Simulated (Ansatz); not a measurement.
**SrMnO3 (cubic perovskite) (Pm-3m): how robust is the cRPA U?**

What does U in SrMnO3 (cubic perovskite) (Pm-3m) depend on besides the window?

Main program and level: Ansatz 0.2.0; constrained RPA on LDA, plane waves, PAW.

## Step 1: The starting structure

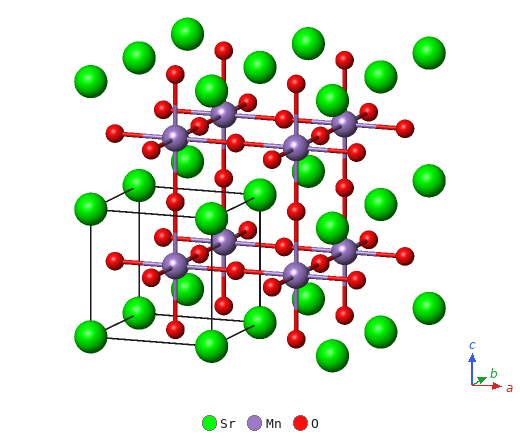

Start, viewed slightly off an axis; strontium green, manganese light purple, oxygen red. 2×2×2 cells are drawn. Some periodic images of atoms are drawn too.

The structure was relaxed with LDA. The structure type comes from a generator and need not be one that this composition takes. The structure was generated from a model, not taken from a measurement. The runs that relaxed it are not among those shown. The program's search for lower electronic states was switched off, so nothing shows that the state found is the lowest. The default PAW set here is soft_2. Its files were made with PBE.

## Step 2: Base: Mn d + anion p, bands v11 to c3, 6×6×6 mesh, medium accuracy

Constrained RPA screens the interaction with every transition except those inside the target bands, which a later many-body model would treat itself.

The input, input.yaml:

```yaml
crystal:
  lattice:
    - [0.0, -3.70351263, 0.0]
    - [0.0, 0.0, 3.70351263]
    - [-3.70351263, 0.0, 0.0]
  atoms:
    - { symbol: Sr, position: [0.0, 0.0, 0.0] }
    - { symbol: Mn, position: [0.5, 0.5, 0.5] }
    - { symbol: O, position: [0.5, 0.5, 0.0] }
    - { symbol: O, position: [0.5, 0.0, 0.5] }
    - { symbol: O, position: [0.0, 0.5, 0.5] }
kpoints:
  mp_grid: { grid: [6, 6, 6] }
hamiltonian:
  xc: lda
scf:
  occupations: { method: gaussian, width: 0.08 }
  n_extra_bands: 19
  max_iter: 150
  lower_state_search: "off"
output:
  crpa:
    kmesh: [6, 6, 6]
    target_bands: [v11, c3]
    projections: [{ species: Mn, l: d, shell: 3 }, { species: O, l: p, shell: 2 }]
  local_orbitals:
    kmesh: [6, 6, 6]
    orbitals: [{ species: Mn, l: d, shell: 3 }, { species: O, l: p, shell: 2 }]
    window: { bands: [v11, c3] }
    seedname: lo
```

Command:

```
> ansatz run input.yaml --threads 8 --pin off --max-ram 14745MiB --backend cpu --events-out ev --progress --plain --runs-dir out
```

Numbers of over 12 decimals in the logs are rounded to 6 here.

Output:

```text
scf.n_extra_bands = 19 over 22 filled bands (N_el = 43.0): the run solves 41 bands
Engine: ansatz 0.2.0, aarch64-unknown-linux-gnu
Pseudopotentials: kind: paw
Pseudopotential: Sr, paw, valence charge 10, recommended cutoff 420 eV (normal), Sr.paw.azcp
Pseudopotential: Mn, paw, valence charge 15, recommended cutoff 420 eV (normal), Mn.paw.azcp
Pseudopotential: O, paw, valence charge 6, recommended cutoff 420 eV (normal), O.paw.azcp
Functional definition: SPW92
  exchange = slater_x
  correlation = pw_c
Crystal: 5 atoms, lattice volume = 50.797 Å³
Basis set: ecut = 420 eV, 1021 PW (Γ)
Bands: 41, of which v1, the nominal top of the filled ones, is band 22 counted from 1 (21 counted from 0)
Symmetry: 48 space group operations
Space group: Pm-3m (ITA 221), of the structure as read, at distance tolerance 3.7e-5 Å
k-points: 20 of 216
Non-local potential: Sr, projectors of the file, l = 0: 3, l = 1: 2, l = 2: 2
Non-local potential: Mn, projectors of the file, l = 0: 3, l = 1: 2, l = 2: 3, l = 3: 1
Non-local potential: O, projectors of the file, l = 0: 2, l = 1: 2, l = 2: 1
PAW form: soft (Blöchl's): semilocal exchange-correlation on the pseudo side does not see the compensation charge
PAW frozen core: Sr, regenerated for the run's functional, and the local potential with it (the file was generated under x = pbe(κ = 0.804, μ = 0.219515), c = pbe(β = 0.066725))
PAW frozen core: Mn, regenerated for the run's functional, and the local potential with it (the file was generated under x = pbe(κ = 0.804, μ = 0.219515), c = pbe(β = 0.066725))
PAW frozen core: O, regenerated for the run's functional, and the local potential with it (the file was generated under x = pbe(κ = 0.804, μ = 0.219515), c = pbe(β = 0.066725))
PAW one-centre angular grid: Sr, 110 points (default); XC on 64 Gauss nodes
PAW one-centre angular grid: Mn, 590 points (default); XC on 64 Gauss nodes
PAW one-centre angular grid: O, 110 points (default); XC on 64 Gauss nodes
Initial density: superposition of atomic densities (neutral atoms: chi_scale 0, normalization atom), corrected by the library's trained network
Initial wavefunctions: pseudopotential atomic-orbital guess
Functional: x = slater, c = lda
SCF iter   1: F=—  HF=-8955.129927 eV  |F-HF|=—  |Δ(HF+E_count)|=         —  Δρ=2.04e-2  dr2=1.87e-1  ethr=1.77e-3  ⟨swp⟩=7.8  Hψ=4015  notcnv=0  defer=176
preconditioner: auto → Kerker (q_TF=auto, 2.654 Å⁻¹)  [metal: Δε(μ)=0.028 eV  Ē_g=20.252 eV  σ=0.080 eV  W_gap=0.19  n_scr=18 (ndim 8)  ℏωp=29.9 eV  f_vac=0.000  D(μ)=10.55/eV (n_scr^D=202)]
SCF iter   2: F=—  HF=-8955.102207 eV  |F-HF|=—  |Δ(HF+E_count)|=   2.77e-2  Δρ=1.15e-2  dr2=6.60e-2  ethr=4.36e-4  ⟨swp⟩=1.9  Hψ=1082  notcnv=0  defer=202
[...]
--- Per-component energies (eV) ---
  E_band       = -247.879989
  E_kinetic    = 1081.176992
  E_local      = -3593.341031  (includes V_loc(G=0)·N_el)
  E_nonlocal   = 594.234136
  E_hartree    = 1351.605050
  E_xc         = -506.986777
  E_vxc        = -593.346753  (∫ρ·V_xc dr)
  E_paw        = -4273.654796  (= ΣΔE_a)
  E_vpaw       = -439.822067  (= ΣTr[D̂ρ^β])
  E_aug_tail   = 0.007568  (compensation charges beyond the density's cutoff)
  E_ewald      = -3609.068112
  E_core_change = 0.968853  (= ΣΔE_core)
  E_smearing   = -0.031339  (= −TS)
  E_closure    = 0.000000  (closes the sum)
  Σ components = -8955.089457   (vs F -8955.089457, Δ=0.00e0)
--- Band table (eV; the first three rows and the last of 20) ---
  k-point 0: bands = [... 18 lower, 11.0899, 11.0899, 11.1555, 11.1555, 11.1555, 13.0039, 13.0039, 17.2459, ... 15 higher]
  k-point 1: bands = [... 18 lower, 10.8197, 10.8197, 11.1097, 12.0549, 12.0549, 13.0139, 14.0030, 17.7857, ... 15 higher]
  k-point 2: bands = [... 18 lower, 10.6208, 10.6208, 11.1499, 12.9463, 12.9463, 13.0266, 15.1575, 18.9683, ... 15 higher]
  k-point 19: bands = [... 18 lower, 11.5930, 11.5930, 13.6751, 13.6751, 13.6751, 17.6621, 17.6621, 19.3490, ... 15 higher]
--- cRPA (band scheme, projected local orbitals): target bands 12..25 (1-based), 14 Wannier function(s), 6×6×6 mesh, 50 bands' worth read of 55 solved, ecut_chi 136.0 eV, v(q+G=0) probe_charge, pair densities all_electron ---
  bands read: the sum over 50 bands ends inside a degenerate multiplet in 13 slots, whose members it reads at an even weight; the widest, k=129: bands 49 to 51 (counted from 1) at 2/3 each
  χ-basis size per q: N_G = 160..192
  window electrons = 21.0000, filled by tetrahedron_uncorrected; constrained ε̄⁻¹(q = 0, 0) head = 0.347793; min gauge Gram eig = 0.8164
  Kanamori averages over each shell's own Wannier functions (sites counted from 0, functions from 1):
  Each shell's averages of U are screened by what lies outside the whole window alone: parameters of one model of all the shells.
    Site 1, 3D, 5 of 5 d orbitals (Wannier functions 1, 2, 3, 4, 5; wannier90's mr 1, 2, 3, 4, 5):
      screened: U = 10.9034 eV, U' = 9.5150 eV, J = 0.6944 eV
      screened, to within: U = 2.2e-2 eV, U' = 2.2e-2 eV, J = 9.8e-4 eV
      bare: V = 23.4018 eV, V' = 21.7153 eV, J = 0.8281 eV
    Site 2, 2P, 3 of 3 p orbitals (Wannier functions 6, 7, 8; wannier90's mr 1, 2, 3):
      screened: U = 7.7738 eV, U' = 6.3255 eV, J = 0.7244 eV
      screened, to within: U = 9.8e-3 eV, U' = 9.7e-3 eV, J = 9.4e-4 eV
      bare: V = 19.1457 eV, V' = 17.3007 eV, J = 0.9192 eV
    Site 3, 2P, 3 of 3 p orbitals (Wannier functions 9, 10, 11; wannier90's mr 1, 2, 3):
      screened: U = 7.7738 eV, U' = 6.3255 eV, J = 0.7244 eV
      screened, to within: U = 9.8e-3 eV, U' = 9.7e-3 eV, J = 9.4e-4 eV
      bare: V = 19.1457 eV, V' = 17.3007 eV, J = 0.9192 eV
    Site 4, 2P, 3 of 3 p orbitals (Wannier functions 12, 13, 14; wannier90's mr 1, 2, 3):
      screened: U = 7.7738 eV, U' = 6.3255 eV, J = 0.7244 eV
      screened, to within: U = 9.8e-3 eV, U' = 9.7e-3 eV, J = 9.4e-4 eV
      bare: V = 19.1457 eV, V' = 17.3007 eV, J = 0.9192 eV
  Hermiticity witness max|P − P†| over intra, direct and exchange elements: 7.11e-15 eV (screened), 2.66e-15 eV (bare)
  Reality witness max|Im| over intra, direct and exchange elements: 4.91e-9 eV (screened), 6.30e-10 eV (bare)
[key lines of the parts left out:]
SCF converged after 7 iterations
Free energy (F): -8955.089457 eV
Fermi energy:    12.953076 eV
```

It took 11 min on 8 threads of Arm Neoverse V2, shared host; peak memory 0.9 GiB.

In the SCF lines HF is the Harris–Foulkes energy and dr2 the Hartree energy of the density residual, in eV; the loop may stop once dr2 is under the threshold and the program's other checks hold. Hψ counts applications of the Hamiltonian.

Numbers from this step:

```yaml
u: 10.90 eV
u_prime_inter_orbital: 9.515 eV
j: 0.6944 eV
bare_v: 23.40 eV
bare_j: 0.8281 eV
stated_bound_on_u: 0.02124 eV
u_over_bare_v: 0.4659
electrons_in_the_window: 21.00
head_of_the_constrained_inverse_dielectric_matrix: 0.3478
least_eigenvalue_of_the_projection_s_overlap: 0.8164
target_functions: 14
bands_in_the_sums: 50
r_m_s_miss_of_the_model_bands: 4.08e-4 eV
width_of_the_target_bands: 12.51 eV
weight_of_the_projected_orbitals_in_the_window: 0.9508
```

On the Mn d shell, screening brings the on-site interaction from 23.4 eV down to U = 10.90 eV.

## Step 3: Changed: 4×4×4 mesh

input.yaml, the sections that differ from step 2:

```yaml
output:
  crpa:
    kmesh: [4, 4, 4]
    target_bands: [v11, c3]
    projections: [{ species: Mn, l: d, shell: 3 }, { species: O, l: p, shell: 2 }]
# crystal, kpoints, hamiltonian, scf: as in step 2
```

Output:

```text
[...]
Crystal: 5 atoms, lattice volume = 50.797 Å³
Basis set: ecut = 420 eV, 1021 PW (Γ)
Bands: 41, of which v1, the nominal top of the filled ones, is band 22 counted from 1 (21 counted from 0)
[... 1 set-up line as in the run before ...]
[...]
k-points: 20 of 216
[...]
SCF iter   1: F=—  HF=-8955.129927 eV  |F-HF|=—  |Δ(HF+E_count)|=         —  Δρ=2.04e-2  dr2=1.87e-1  ethr=1.77e-3  ⟨swp⟩=7.8  Hψ=4015  notcnv=0  defer=176
[...]
SCF iter   7: F=-8955.089457 eV  HF=-8955.089457 eV  |F-HF|=1.76e-8  |Δ(HF+E_count)|=   1.37e-7  Δρ=7.70e-6  dr2=2.90e-8  ethr=2.33e-10  ⟨swp⟩=11.2  Hψ=4214  notcnv=0
SCF 1 converged in 7 iterations: F = -8955.089457 eV  dr2 = 2.90e-8
[...]
NSCF: frozen V_eff on 10 k-points
[...]
cRPA screening: q 1/64
cRPA screening: q 2/64
cRPA screening: q 8/64 (q-point 3)
cRPA screening: q 11/64 (q-point 6)
cRPA screening: q 17/64 (q-point 7)
[...]
χ-basis size per q: N_G = 160..192
[...]
screened: U = 10.8881 eV, U' = 9.4996 eV, J = 0.6945 eV
      screened, to within: U = 2.1e-2 eV, U' = 2.1e-2 eV, J = 9.9e-4 eV
      bare: V = 23.4104 eV, V' = 21.7238 eV, J = 0.8281 eV
    Site 2, 2P, 3 of 3 p orbitals (Wannier functions 6, 7, 8; wannier90's mr 1, 2, 3):
      screened: U = 7.7743 eV, U' = 6.3261 eV, J = 0.7243 eV
      screened, to within: U = 9.6e-3 eV, U' = 9.6e-3 eV, J = 9.5e-4 eV
      bare: V = 19.1594 eV, V' = 17.3141 eV, J = 0.9192 eV
    Site 3, 2P, 3 of 3 p orbitals (Wannier functions 9, 10, 11; wannier90's mr 1, 2, 3):
      screened: U = 7.7743 eV, U' = 6.3261 eV, J = 0.7243 eV
      screened, to within: U = 9.6e-3 eV, U' = 9.6e-3 eV, J = 9.5e-4 eV
      bare: V = 19.1594 eV, V' = 17.3141 eV, J = 0.9192 eV
    Site 4, 2P, 3 of 3 p orbitals (Wannier functions 12, 13, 14; wannier90's mr 1, 2, 3):
      screened: U = 7.7743 eV, U' = 6.3261 eV, J = 0.7243 eV
      screened, to within: U = 9.6e-3 eV, U' = 9.6e-3 eV, J = 9.5e-4 eV
      bare: V = 19.1594 eV, V' = 17.3141 eV, J = 0.9192 eV
[...]
[key lines of the parts left out:]
SCF converged after 7 iterations
Free energy (F): -8955.089457 eV
Fermi energy:    12.953076 eV
```

Run time: 85 s. Hardware: 8 threads; peak memory 0.71 GiB; 10 min of CPU time.

This step gave:

| Quantity | Value |
| --- | --- |
| U | 10.89 eV |
| U prime (inter-orbital) | 9.500 eV |
| J | 0.6945 eV |
| bare V | 23.41 eV |
| bare J | 0.8281 eV |
| stated bound on U | 0.02052 eV |
| U over bare V | 0.4651 |
| electrons in the window | 21.00 |
| head of the constrained inverse dielectric matrix | 0.3483 |
| least eigenvalue of the projection's overlap | 0.8164 |
| target functions | 14 |
| bands in the sums | 50 |
| width of the target bands | 12.51 eV |
| weight of the projected orbitals in the window | 0.9508 |

On the Mn d shell, screening brings the on-site interaction from 23.4 eV down to U = 10.89 eV.

## Step 4: Changed: 2×2×2 mesh

Edit input.yaml of step 3 so:

```diff
@@ -22,3 +22,3 @@
   crpa:
-    kmesh: [4, 4, 4]
+    kmesh: [2, 2, 2]
     target_bands: [v11, c3]
```

Output:

```text
[...]
Crystal: 5 atoms, lattice volume = 50.797 Å³
Basis set: ecut = 420 eV, 1021 PW (Γ)
Bands: 41, of which v1, the nominal top of the filled ones, is band 22 counted from 1 (21 counted from 0)
[... 1 set-up line as in the run before ...]
[...]
k-points: 20 of 216
[...]
screened: U = 7.7831 eV, U' = 6.3252 eV, J = 0.7286 eV
      screened, to within: U = 9.0e-3 eV, U' = 9.0e-3 eV, J = 1.1e-3 eV
      bare: V = 19.3743 eV, V' = 17.5174 eV, J = 0.9239 eV
    Site 4, 2P, 3 of 3 p orbitals (Wannier functions 12, 13, 14; wannier90's mr 1, 2, 3):
      screened: U = 7.7831 eV, U' = 6.3252 eV, J = 0.7286 eV
      screened, to within: U = 9.0e-3 eV, U' = 9.0e-3 eV, J = 1.1e-3 eV
      bare: V = 19.3743 eV, V' = 17.5174 eV, J = 0.9239 eV
[...]
[key lines of the parts left out:]
SCF converged after 7 iterations
Free energy (F): -8955.089457 eV
Fermi energy:    12.953076 eV
```

It took 7.9 s on 8 threads; peak memory 0.63 GiB; 46 s of CPU time.

Numbers from this step:

```
U                                                 : 10.94 eV
U prime (inter-orbital)                           : 9.549 eV
J                                                 : 0.6975 eV
bare V                                            : 23.54 eV
bare J                                            : 0.8311 eV
stated bound on U                                 : 0.01398 eV
U over bare V                                     : 0.4648
electrons in the window                           : 21.00
head of the constrained inverse dielectric matrix : 0.3339
least eigenvalue of the projection's overlap      : 0.8164
target functions                                  : 14
bands in the sums                                 : 50
width of the target bands                         : 12.51 eV
weight of the projected orbitals in the window    : 0.9508
```

On the Mn d shell, screening brings the on-site interaction from 23.5 eV down to U = 10.94 eV.

## Step 5: Changed: volume +3 %

The cell differs from the one that the last finished run ended in (a 3.704 → 3.740 Å, b 3.704 → 3.740 Å, c 3.704 → 3.740 Å).

input.yaml, the sections that differ from step 4:

```yaml
crystal:
  lattice:
    - [0.0, -3.7401834568, 0.0]
    - [0.0, 0.0, 3.7401834568]
    - [-3.7401834568, 0.0, 0.0]
  atoms:
    - { symbol: Sr, position: [0.0, 0.0, 0.0] }
    - { symbol: Mn, position: [0.5, 0.5, 0.5] }
    - { symbol: O, position: [0.5, 0.5, 0.0] }
    - { symbol: O, position: [0.5, 0.0, 0.5] }
    - { symbol: O, position: [0.0, 0.5, 0.5] }
output:
  crpa:
    kmesh: [6, 6, 6]
    target_bands: [v11, c3]
    projections: [{ species: Mn, l: d, shell: 3 }, { species: O, l: p, shell: 2 }]
  local_orbitals:
    kmesh: [6, 6, 6]
    orbitals: [{ species: Mn, l: d, shell: 3 }, { species: O, l: p, shell: 2 }]
    window: { bands: [v11, c3] }
    seedname: lo
# kpoints, hamiltonian, scf: as in step 4
```

Output:

```text
[...]
Crystal: 5 atoms, lattice volume = 52.321 Å³
Basis set: ecut = 420 eV, 1021 PW (Γ)
Bands: 41, of which v1, the nominal top of the filled ones, is band 22 counted from 1 (21 counted from 0)
[... 1 set-up line as in the run before ...]
[...]
k-points: 20 of 216
[...]
screened: U = 7.7683 eV, U' = 6.3240 eV, J = 0.7222 eV
      screened, to within: U = 9.9e-3 eV, U' = 9.9e-3 eV, J = 9.3e-4 eV
      bare: V = 19.1087 eV, V' = 17.2692 eV, J = 0.9165 eV
    Site 4, 2P, 3 of 3 p orbitals (Wannier functions 12, 13, 14; wannier90's mr 1, 2, 3):
      screened: U = 7.7683 eV, U' = 6.3240 eV, J = 0.7222 eV
      screened, to within: U = 9.9e-3 eV, U' = 9.9e-3 eV, J = 9.3e-4 eV
      bare: V = 19.1087 eV, V' = 17.2692 eV, J = 0.9165 eV
[...]
[key lines of the parts left out:]
SCF converged after 7 iterations
Free energy (F): -8955.061715 eV
Fermi energy:    12.405030 eV
```

Run time: 11 min. Hardware: 8 threads; peak memory 0.92 GiB; 85 min of CPU time.

This step gave:

| Property | Result |
| --- | --- |
| U | 10.95 eV |
| U prime (inter-orbital) | 9.563 eV |
| J | 0.6946 eV |
| bare V | 23.40 eV |
| bare J | 0.8281 eV |
| stated bound on U | 0.02198 eV |
| U over bare V | 0.4680 |
| electrons in the window | 21.00 |
| head of the constrained inverse dielectric matrix | 0.3511 |
| least eigenvalue of the projection's overlap | 0.8146 |
| target functions | 14 |
| bands in the sums | 50 |
| r.m.s. miss of the model bands | 3.33e-4 eV |
| width of the target bands | 12.14 eV |
| weight of the projected orbitals in the window | 0.9524 |

On the Mn d shell, screening brings the on-site interaction from 23.4 eV down to U = 10.95 eV.

## Step 6: Side by side

Times are wall times on 8 threads of Arm Neoverse V2, shared host, good to a factor of about two.

| run | bare V (eV) | U (eV) | J (eV) | bound on U (eV) | width (eV) | time |
| --- | --- | --- | --- | --- | --- | --- |
| target window | 23.40 | 10.903 | 0.694 | 0.0212 | 12.51 | 11 min |
| 4×4×4 mesh | 23.41 | 10.888 | 0.694 | 0.0205 | 12.51 | 85 s |
| 2×2×2 mesh | 23.54 | 10.943 | 0.697 | 0.0140 | 12.51 | 7.9 s |
| volume +3 % | 23.40 | 10.951 | 0.695 | 0.0220 | 12.14 | 11 min |

## Step 7: Results

| Item | Value |
| --- | --- |
| target window | U 10.90 eV, J 0.69 eV |
| 4×4×4 mesh | U 10.89 eV, J 0.69 eV |
| 2×2×2 mesh | U 10.94 eV, J 0.70 eV |
| volume +3 % | U 10.95 eV, J 0.69 eV |

In words: 4×4×4 mesh moves U by −0.02 eV (within the solver's bounds, for the mean over orbitals) at 0.13 times the time. 2×2×2 mesh moves U by +0.04 eV at 0.012 times the time. Volume +3 % moves U by +0.05 eV. The printed bound covers the solver alone, not the mesh, and no denser mesh than the base was run. The parent state is non-magnetic and the interaction static (zero frequency); U depends on the window and the orbitals, so it belongs to this model alone. A window that holds the anion p bands defines a model with explicit ligands; its U belongs to that model and is not the U of DFT+U.

[Paths, hosts, dates, memory and timing lines, banners, echoed tables and standing remarks are left out of the program output.]

[Logs are printed without paths, hosts, clocks, repeated set-up lines and the standing remarks that a program may print on its own settings, such as how far it seeks lower states.]

[Runs of the session that timed out or met a known fault of the program may be left out.]

[Hosts, paths, dates, database ids (printed as entryN), source tags and the programs' standing remarks are cut or masked in the printed files.]
